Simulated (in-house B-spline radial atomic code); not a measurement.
# Br³³⁺: ionisation energy by several methods

Aim: the ionisation energy of Br³³⁺ by several methods, each as the difference of two self-consistent energies (Br³³⁺ and the next ion, 1s1).

Method: non-relativistic, several functionals, spin-polarised; spherical all-electron atom at the radial basis limit. Code: in-house B-spline radial atomic code version 1.

### 1 The atom as given

* element: bromine (Z = 35)
* charge: +33
* electrons: 2
* configuration: 1s2
* nucleus: point

Where spins are not typed, each open shell is filled with up spins first.

### 2 BHandHLYP, a global hybrid

The run's settings:

```ini
Z = 35
electrons = 2.0
configuration = 1s2
hamiltonian = nr
method = bhandhlyp
spin_polarised = True
```

From the run's result record (rounded, not every field):

```text
status: converged
scf [iteration, energy, orbital gradient]:
  - [1, -1202.78258418, 1.09]
  - [2, -1203.19495147, 0.00626]
  - [3, -1203.19495807, 0.00312]
  - [4, -1203.1949597, 0.00155]
  - [5, -1203.19496024, 1.09e-05]
  - [6, -1203.19496024, 2.44e-07]
energy [hartree]: {"total": -1203.19496023, "kinetic": 1203.14540461, "nuclear": -2428.02913564, "coulomb": 43.2961169135, "exact_exchange": -10.8240292284, "xc": -10.7833168876}
orbitals [hartree, bohr; up spins, the down spins are equal]:
  - ["name", "occ", "eps", "<r>", "<r^2>", "<1/r>", "r_max", "density_at_nucleus"]
  - ["1s up", 1.0, -586.82339, 0.043337, 0.0025083, 34.686, 0.028775, 13399.0]
sum_r [bohr^k]: {"-1": 69.37226, "1": 0.08667345, "2": 0.005016623}
density_at_nucleus [bohr^-3]: 26798.01
spin_density_at_nucleus [bohr^-3]: 0.0
mass_velocity [hartree]: -97.38949
darwin [hartree]: 78.45508
radius_at_0.001 [bohr]: 0.2487
radius_enclosing [bohr]: {"0.5": 0.0385, "0.9": 0.07632, "0.99": 0.1205}
slater [hartree]: {"F0(1s up,1s up)": 21.648, "F0(1s up,1s down)": 21.648, "F0(1s down,1s down)": 21.648}
ionisation_energy [hartree]: 590.742841
```

It took 0.32 s on 1 thread, shared host.

The run also solves the next ion with the same method; the record keeps the difference, ionisation_energy. radius_at_0.001 is where the density falls to 0.001 electrons per bohr³.

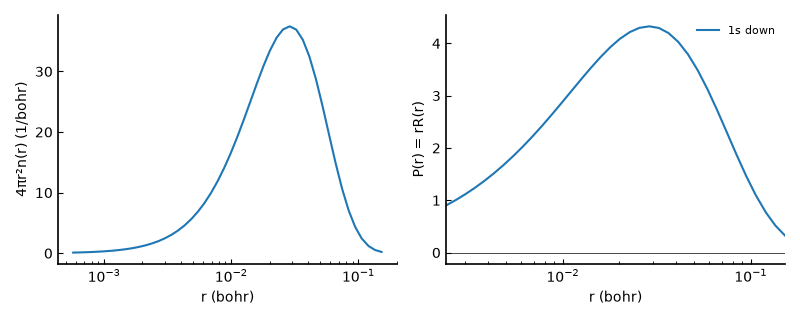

Radial density (left) and the radial functions of 1s down (right).

Clear maxima of the radial density (full grid of the record): 0.029 bohr.

### 3 r2SCAN0, a global hybrid

The run's settings:

```ini
Z = 35
electrons = 2.0
configuration = 1s2
hamiltonian = nr
method = r2scan0
spin_polarised = True
```

Results of the run:

```text
status: converged
iterations: 6
energy [hartree]: {"total": -1203.28461709, "kinetic": 1203.23979303, "nuclear": -2428.12558584, "coulomb": 43.2998824381, "exact_exchange": -5.41248530477, "xc": -16.2862214111}
orbitals [hartree, bohr; up spins, the down spins are equal]:
  - ["name", "occ", "eps", "<r>"]
  - ["1s up", 1.0, -585.44729, 0.043331]
sum_r [bohr^k]: {"-1": 69.37502, "1": 0.08666271, "2": 0.005014832}
ionisation_energy [hartree]: 590.784567
```

Run time: 0.1 s. Hardware: 1 thread, shared host.

Meta-GGA runs start from a PBE run whose iterations are not counted.

### 4 fractional-occupation HF

The run's settings:

```ini
Z = 35
electrons = 2.0
configuration = 1s2
hamiltonian = nr
method = hf,
spin_polarised = True
```

Results of the run:

```text
status: converged
iterations: 6
energy [hartree]: {"total": -1203.2360337, "kinetic": 1203.23603394, "nuclear": -2428.12496932, "coulomb": 43.3058033429, "exact_exchange": -21.6529016715}
orbitals [hartree, bohr; up spins, the down spins are equal]:
  - ["name", "occ", "eps", "<r>"]
  - ["1s up", 1.0, -590.79157, 0.043322]
sum_r [bohr^k]: {"-1": 69.375, "1": 0.08664335, "2": 0.005011532}
ionisation_energy [hartree]: 590.736034
```

It took 0.04 s on 1 thread, shared host.

### 5 PW91, a GGA

The run's settings:

```ini
Z = 35
electrons = 2.0
configuration = 1s2
hamiltonian = nr
method = pw91,pw91
spin_polarised = True
```

Results of the run:

```text
status: converged
iterations: 6
energy [hartree]: {"total": -1202.92850506, "kinetic": 1202.86474991, "nuclear": -2427.74006248, "coulomb": 43.2817186438, "xc": -21.3349111348}
orbitals [hartree, bohr; up spins, the down spins are equal]:
  - ["name", "occ", "eps", "<r>"]
  - ["1s up", 1.0, -582.77053, 0.043357]
sum_r [bohr^k]: {"-1": 69.364, "1": 0.08671387, "2": 0.005022814}
ionisation_energy [hartree]: 590.613528
```

Wall time 0.04 s (1 thread, shared host).

### 6 TPSS, a meta-GGA

The run's settings:

```ini
Z = 35
electrons = 2.0
configuration = 1s2
hamiltonian = nr
method = tpss,tpss
spin_polarised = True
```

Results of the run:

```text
status: converged
iterations: 6
energy [hartree]: {"total": -1203.28919204, "kinetic": 1203.23980026, "nuclear": -2428.12493542, "coulomb": 43.2990197198, "xc": -21.7030765993}
orbitals [hartree, bohr; up spins, the down spins are equal]:
  - ["name", "occ", "eps", "<r>"]
  - ["1s up", 1.0, -583.35407, 0.043335]
sum_r [bohr^k]: {"-1": 69.375, "1": 0.08666964, "2": 0.005016456}
ionisation_energy [hartree]: 590.788982
```

Run time: 0.07 s. Hardware: 1 thread, shared host.

### 7 r2SCAN, a meta-GGA

The run's settings:

```ini
Z = 35
electrons = 2.0
configuration = 1s2
hamiltonian = nr
method = r2scan
spin_polarised = True
```

Results of the run:

```text
status: converged
iterations: 6
energy [hartree]: {"total": -1203.28571574, "kinetic": 1203.24089257, "nuclear": -2428.12554545, "coulomb": 43.2978886884, "xc": -21.6989515436}
orbitals [hartree, bohr; up spins, the down spins are equal]:
  - ["name", "occ", "eps", "<r>"]
  - ["1s up", 1.0, -583.65802, 0.043335]
sum_r [bohr^k]: {"-1": 69.37502, "1": 0.08666924, "2": 0.005015946}
ionisation_energy [hartree]: 590.78561
```

Wall time 0.06 s (1 thread, shared host).

### 8 LC-ωPBE, a range-separated hybrid

The run's settings:

```ini
Z = 35
electrons = 2.0
configuration = 1s2
hamiltonian = nr
method = lc_wpbe
spin_polarised = True
```

Results of the run:

```text
status: converged
iterations: 6
energy [hartree]: {"total": -1202.87117267, "kinetic": 1202.82384655, "nuclear": -2427.69835531, "coulomb": 43.2802516776, "exact_exchange": -0.451230814549, "xc": -20.8256847743}
orbitals [hartree, bohr; up spins, the down spins are equal]:
  - ["name", "occ", "eps", "<r>"]
  - ["1s up", 1.0, -582.93164, 0.043358]
sum_r [bohr^k]: {"-1": 69.36281, "1": 0.08671617, "2": 0.005022963}
ionisation_energy [hartree]: 590.578132
```

Run time: 0.05 s. Hardware: 1 thread, shared host.

### 9 All methods side by side

| method | rung | total energy (hartree) | ΔSCF (eV) | −ε highest (eV) | ΔSCF less tabulated (eV) |
| --- | --- | --- | --- | --- | --- |
| PW91 | GGA | -1202.9285 | 16071.4 | 15858.0 (1s up) | -245.6 |
| TPSS | meta-GGA | -1203.2892 | 16076.2 | 15873.9 (1s up) | -240.8 |
| r2SCAN | meta-GGA | -1203.2857 | 16076.1 | 15882.1 (1s up) | -240.9 |
| BHandHLYP | global hybrid | -1203.1950 | 16074.9 | 15968.3 (1s up) | -242.1 |
| r2SCAN0 | global hybrid | -1203.2846 | 16076.1 | 15930.8 (1s up) | -240.9 |
| LC-ωPBE | range-separated hybrid | -1202.8712 | 16070.4 | 15862.4 (1s up) | -246.6 |
| fractional-occupation HF | Hartree-Fock | -1203.2360 | 16074.7 | 16076.3 (1s up) | -242.3 |

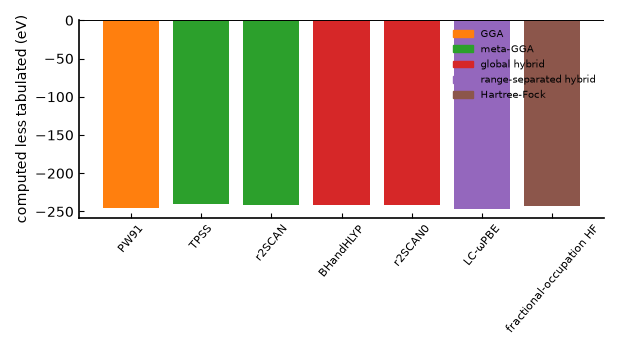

Error of each method against the tabulated value; one colour a rung.

**Reading.** Against the tabulated ionisation energy, 16317 ± 0.004 eV (tabulated theoretical; NIST Atomic Spectra Database), the best here is TPSS (-240.8 eV) and the worst LC-ωPBE (-246.6 eV, or 1.5 %). Mean absolute error by rung (exchange-only levels left out): GGA 245.60 eV, meta-GGA 240.87 eV, global hybrid 241.51 eV, range-separated hybrid 246.56 eV. All methods miss on the same side by much the same amount, which points to something that they share. These runs lack relativity altogether, which can outweigh the gaps between the methods, so the nearest may be so by luck. These runs leave out relativity, which matters at this nuclear charge.

Cost against accuracy (CPU time on one thread of a shared host; * marks runs that also wrote radial tables):

| method | CPU time | miss (eV) |
| --- | --- | --- |
| PW91 | 0.04 s | -245.6 |
| fractional-occupation HF | 0.04 s | -242.3 |
| LC-ωPBE | 0.05 s | -246.6 |
| r2SCAN | 0.06 s | -240.9 |
| TPSS | 0.07 s | -240.8 |
| r2SCAN0* | 0.1 s | -240.9 |
| BHandHLYP* | 0.31 s | -242.1 |
